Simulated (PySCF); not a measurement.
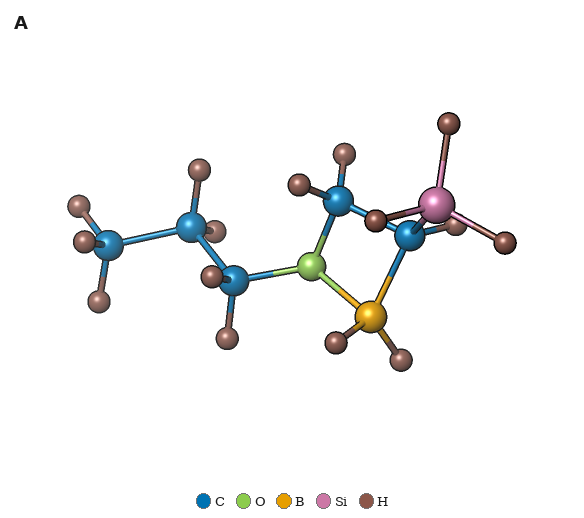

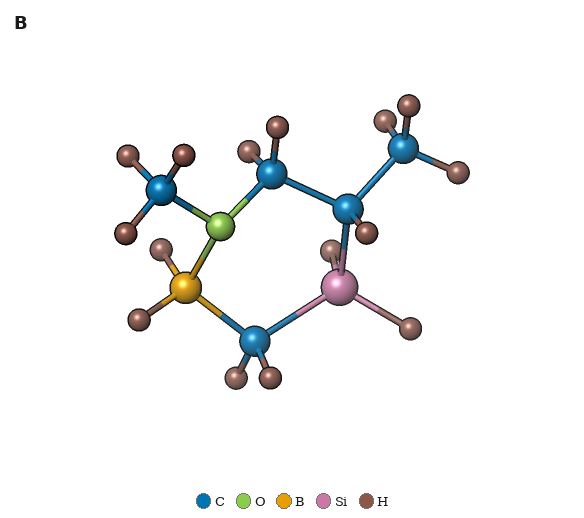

2 stationary structures of one formula. Geometries: GFN2-xTB. Electronic energies: PBE0/pcSseg-1 (PySCF 2.14.0), without zero-point energy. No frequency run is at hand to confirm each as a minimum. Each is one conformer, not always the lowest.

Question: Rank them by energy, lowest first.

Answer: B is lowest; A lies 14.6 kcal/mol above it. A is `CCC[O+]1[BH2-][C@H]([SiH3])C1`, B is `C[C@H]1C[O+](C)[BH2-]C[SiH2]1`.

The geometry is semi-empirical. Around B, Si such bond lengths and angles can be off by a tenth of an ångström or more and by several degrees, and values that hang on the shape move with them.
